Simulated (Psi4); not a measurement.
# One shape, several levels: InHF (SMILES [F][InH])

Aim: a comparison of 3 runs (UHF/STO-3G, UHF/3-21G, UCCSD(T)/LANL2DZ) of InHF. 

Program for the calculation: Psi4 1.11.

3 further runs of the same task are left out: 2 that didn't finish, 1 set aside as unsound or not needed.

## 1. The molecule

InHF has 3 atoms, charge 0, and is taken as a doublet. As SMILES, `[F][InH]`. The shape is that of a PBE0-D4/def2-TZVP optimisation.

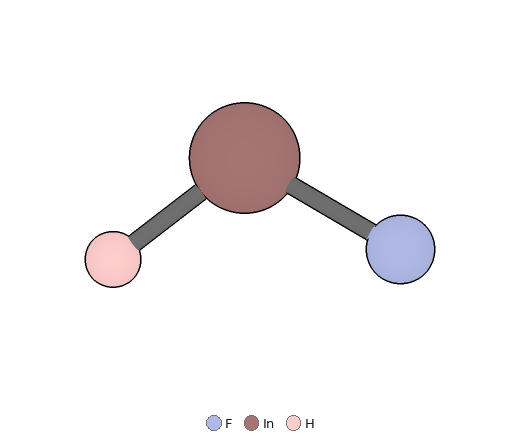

The structure, seen from a chosen angle (fluorine light blue, indium brown, hydrogen pink).

## 2. Energy and gradient at UHF/STO-3G (run 1)

run.py

```python
import psi4

psi4.set_memory(1600000000)
psi4.set_num_threads(1)
psi4.core.set_output_file('output.dat', False)

m = psi4.geometry("""
0 2
F      1.088400     0.989500     0.694300
In    -0.522500     0.355100    -0.244800
H     -0.576900    -1.409400    -0.462800
symmetry c1
""")

psi4.set_options({
    'reference': 'uhf',
    'puream': True,
    'e_convergence': 1e-09,
    'd_convergence': 1e-08,
    'scf_type': 'pk',
    'maxiter': 200,
})

e = psi4.gradient("scf/STO-3G", molecule=m)
print('gradient / Eh bohr^-1')
print(e.np.round(6))
```

Started as:

```console
python run.py
```

output.dat:

```text
[...]
  Running in c1 symmetry.
[...]
  Nuclear repulsion =  134.577512586815260
[...]
  Multiplicity = 2
[...]
  Nalpha       = 30
  Nbeta        = 29
[...]
    Number of basis functions: 33
[...]
   @UHF iter   1: -5781.31789143042988   -3.37356e+00   1.17135e-02 DIIS/ADIIS
[...]
   @UHF iter  15: -5781.43577266785178   -9.09495e-13   5.81648e-09 DIIS
[...]
   @S^2 Observed:                7.587043631E-01
[...]
    Orbital Energies [Eh]
    ---------------------
    Alpha Occupied:
       1A   -986.811915     2A   -145.950001     3A   -137.960961
       4A   -137.960485     5A   -137.959756     6A    -27.643178
       7A    -25.718017     8A    -24.661694     9A    -24.659204
      10A    -24.657129    11A    -16.527779    12A    -16.527422
      13A    -16.526143    14A    -16.523283    15A    -16.522565
      16A     -4.200933    17A     -3.021597    18A     -3.013996
      19A     -3.007732    20A     -1.319541    21A     -0.520885
      22A     -0.513634    23A     -0.512802    24A     -0.509533
      25A     -0.504989    26A     -0.414657    27A     -0.370117
      28A     -0.338653    29A     -0.315580    30A     -0.179659
    Alpha Virtual:
[...]
  @UHF Final Energy: -5781.43577266785178
   => Energetics <=
    Nuclear Repulsion Energy =            134.5775125868152600
    One-Electron Energy =               -8281.6910446506808512
    Two-Electron Energy =                2365.6777593960146078
    Total Energy =                      -5781.4357726678517793
  UHF NO Occupations:
  HONO-2 :   28  A 1.9986456
  HONO-1 :   29  A 1.9972550
[...]
 Multipole Moments:
 ------------------------------------------------------------------------------------
     Multipole            Electronic (a.u.)      Nuclear  (a.u.)        Total (a.u.)
 ------------------------------------------------------------------------------------
 L = 1.  Multiply by 2.5417464519 to convert [e a0] to [Debye]
 Dipole X            :         -3.0595285            2.2750626           -0.7844658
 Dipole Y            :          1.2630223           -1.0403871            0.2226351
 Dipole Z            :         -0.0000000           -0.0000000           -0.0000000
 Magnitude           :                                                    0.8154465
[...]
  -Total Gradient:
     Atom            X                  Y                   Z
    ------   -----------------  -----------------  -----------------
       1        0.038768116132     0.014425753600     0.000000000000
       2       -0.034072697156     0.026081303358    -0.000000000000
       3       -0.004695418717    -0.040507056944     0.000000000000
[...]
```

Standard output:

```text
gradient / Eh bohr^-1
[[ 0.038768  0.014426  0.      ]
 [-0.034073  0.026081 -0.      ]
 [-0.004695 -0.040507  0.      ]]
```

Run time: 1.4 s. Hardware: 1 thread of INTEL XEON PLATINUM 8581C at 2.30GHz (Emerald Rapids), shared host; peak memory 0.2 GiB.

## 3. Energy and gradient at UHF/3-21G (run 2)

calc.inp

```
memory 1.6 GB

molecule mol {
  0 2
  F
  In 1 r2
  H 2 r3 1 a3

  r2 = 1.969612
  r3 = 1.778748
  a3 = 113.7635
  units angstrom
  symmetry c1
}

set reference uhf
set puream true
set e_convergence 1e-09
set d_convergence 1e-08
set scf_type pk
set maxiter 200

result, w = gradient('scf/3-21G', return_wfn=True)
oeprop(w, 'MAYER_INDICES', 'LOWDIN_CHARGES', 'QUADRUPOLE', title='SCF')
```

Started as:

```console
psi4 calc.inp calc.out -n 1
```

calc.out:

```text
[...]
  Running in c1 symmetry.
[...]
  Nuclear repulsion =  134.577503646525628
[...]
  Multiplicity = 2
[...]
  Nalpha       = 30
  Nbeta        = 29
[...]
    Number of basis functions: 42
[...]
   @UHF iter   1: -5814.01691283768832   -3.93881e+00   1.23173e-02 DIIS/ADIIS
[...]
   @UHF iter  14: -5814.21220130930124   -1.81899e-12   4.49554e-09 DIIS
[...]
   @S^2 Observed:                7.633282376E-01
[...]
    Orbital Energies [Eh]
    ---------------------
    Alpha Occupied:
       1A   -991.710804     2A   -148.681540     3A   -138.112314
       4A   -138.112232     5A   -138.111363     6A    -29.567078
       7A    -26.018396     8A    -25.107951     9A    -25.105944
      10A    -25.103324    11A    -17.508278    12A    -17.507677
      13A    -17.506294    14A    -17.504566    15A    -17.504146
      16A     -5.015941    17A     -3.487156    18A     -3.483584
      19A     -3.477911    20A     -1.427570    21A     -1.117411
      22A     -1.114525    23A     -1.110658    24A     -1.107694
      25A     -1.101222    26A     -0.563452    27A     -0.521182
      28A     -0.505935    29A     -0.473247    30A     -0.306809
    Alpha Virtual:
[...]
  @UHF Final Energy: -5814.21220130930124
   => Energetics <=
    Nuclear Repulsion Energy =            134.5775036465256278
    One-Electron Energy =               -8302.1029485591570847
    Two-Electron Energy =                2353.3132436033306476
    Total Energy =                      -5814.2122013093012356
  UHF NO Occupations:
  HONO-2 :   28  A 1.9995906
  HONO-1 :   29  A 1.9939598
[...]
  -Total Gradient:
     Atom            X                  Y                   Z
    ------   -----------------  -----------------  -----------------
       1       -0.000013480213     0.022382799581    -0.000000000000
       2        0.003983490300    -0.024114454254     0.000000000000
       3       -0.003970010089     0.001731654572     0.000000000000
[...]
 Multipole Moments:
 ------------------------------------------------------------------------------------
     Multipole            Electronic (a.u.)      Nuclear  (a.u.)        Total (a.u.)
 ------------------------------------------------------------------------------------
 L = 1.  Multiply by 2.5417464519 to convert [e a0] to [Debye]
 Dipole X            :         -2.0626721            1.7204533           -0.3422188
 Dipole Y            :         -2.9283862            1.8161379           -1.1122482
 Dipole Z            :         -0.0000000            0.0000000           -0.0000000
 Magnitude           :                                                    1.1637052
 L = 2.  Multiply by 1.3450342976 to convert [e a0^2] to [Debye ang]
 Quadrupole XX       :        -33.3745839            9.3537533          -24.0208306
 Quadrupole XY       :          6.7912761           -5.7899882            1.0012879
[...]
```

Run time: 1.4 s. Hardware: 1 thread of INTEL XEON PLATINUM 8581C at 2.30GHz (Emerald Rapids), shared host; peak memory 0.19 GiB.

## 4. The energy at UCCSD(T)/LANL2DZ (core potential, Cartesian functions) (run 3)

fhin_ase.py

```python
import numpy as np
from ase.calculators.psi4 import Psi4
from ase import Atoms

atoms = Atoms(['F', 'In', 'H'], positions=[
    [1.088400, 0.989500, 0.694300],
    [-0.522500, 0.355100, -0.244800],
    [-0.576900, -1.409400, -0.462800],
])
calc = Psi4(atoms=atoms, method='ccsd(t)', basis='LANL2DZ', memory='1600MB', num_threads=1, charge=0, multiplicity=2, label='calc', reference='uhf')
calc.psi4.set_options({'scf_type': 'out_of_core', 'num_frozen_docc': 0, 'd_convergence': 1e-09, 'screening': 'schwarz', 'maxiter': 80})
atoms.calc = calc

print(f'energy: {atoms.get_potential_energy():.6f} eV')
```

Started as:

```console
python fhin_ase.py
```

calc.dat:

```text
[...]
    !!!  WARNING: ECP capability is in beta. Please check occupations closely.  !!!
[...]
  Running in c1 symmetry.
[...]
  Nuclear repulsion =    9.662805801320115
[...]
  Multiplicity = 2
[...]
  Nalpha       = 7
  Nbeta        = 6
[...]
    Number of basis functions: 19
[...]
   @UHF iter   1:  -101.73833205722508   -6.68650e-01   2.22531e-02 ADIIS/DIIS
[...]
   @UHF iter  16:  -101.83294508796398   -2.84217e-14   5.69015e-10 DIIS
[...]
   @S^2 Observed:                7.689547604E-01
[...]
    Orbital Energies [Eh]
    ---------------------
    Alpha Occupied:
       1A    -26.180916     2A     -1.449074     3A     -0.596525
       4A     -0.548966     5A     -0.538415     6A     -0.507153
       7A     -0.333793
    Alpha Virtual:
       8A      0.008029     9A      0.093589    10A      0.139321
      11A      0.258902    12A      0.280013    13A      0.342813
      14A      1.160371    15A      1.161848    16A      1.212265
      17A      1.273107    18A      1.921079    19A     11.596643
    Beta Occupied:
[...]
  @UHF Final Energy:  -101.83294508796398
   => Energetics <=
    Nuclear Repulsion Energy =              9.6628058013201148
    One-Electron Energy =                -163.1376930380267822
    Two-Electron Energy =                  51.6419421487426931
    Total Energy =                       -101.8329450879639921
  UHF NO Occupations:
  HONO-2 :    5  A 1.9997093
  HONO-1 :    6  A 1.9908183
[...]
 Multipole Moments:
 ------------------------------------------------------------------------------------
     Multipole            Electronic (a.u.)      Nuclear  (a.u.)        Total (a.u.)
 ------------------------------------------------------------------------------------
 L = 1.  Multiply by 2.5417464519 to convert [e a0] to [Debye]
 Dipole X            :        -23.1415875           21.7316929           -1.4098945
 Dipole Y            :         -5.7662048            5.5842648           -0.1819400
 Dipole Z            :        -13.1330207           12.3509956           -0.7820251
 Magnitude           :                                                    1.6224882
[...]
      * MP2 total energy                      = -101.980500974460284
[...]
      * CCSD total energy                     = -101.986630907976107
[...]
      * CCSD(T) total energy                     = -101.989463888420616
```

The script printed:

```text
energy: -2775.274672 eV
```

Run time: 2.1 s. Hardware: 1 thread of INTEL XEON PLATINUM 8581C at 2.30GHz (Emerald Rapids), shared host; peak memory 0.19 GiB.

## 5. All runs side by side

```csv
run,level,task,integrals,energy (Eh),dipole moment (D),HOMO energy (eV),LUMO energy (eV),wall time
1,UHF/STO-3G,gradient,pk,-5781.435773,2.07,-4.89,5.29,1.4 s
2,UHF/3-21G,gradient,pk,-5814.212201,2.96,-8.35,0.16,1.4 s
3,"UCCSD(T)/LANL2DZ (core potential, Cartesian functions)",energy,out_of_core,-101.989464,–,-9.08,-0.14,2.1 s
```

## 6. Results

```
                                                         quantity          value
                                              run 3: total energy  -101.98946 Eh
run 3: HOMO energy (Hartree–Fock orbitals) (highest over α and β)       -9.08 eV
 run 3: LUMO energy (Hartree–Fock orbitals) (lowest over α and β)       -0.14 eV
                                        run 3: correlation energy     -156.5 mEh
                                            run 3: (T) correction      -2.83 mEh
                         run 3: ⟨S²⟩ of the reference determinant          0.769
                                             run 3: T1 diagnostic          0.028
```

**Reading.** Some runs of one species differ in core potentials or relativity; totals across that change don't compare. In run 1 the basis is minimal, so the values are rough. In runs 1, 2 relativity is left out where basis or elements ask for it. All runs together took 4.9 s, the longest 2.1 s.
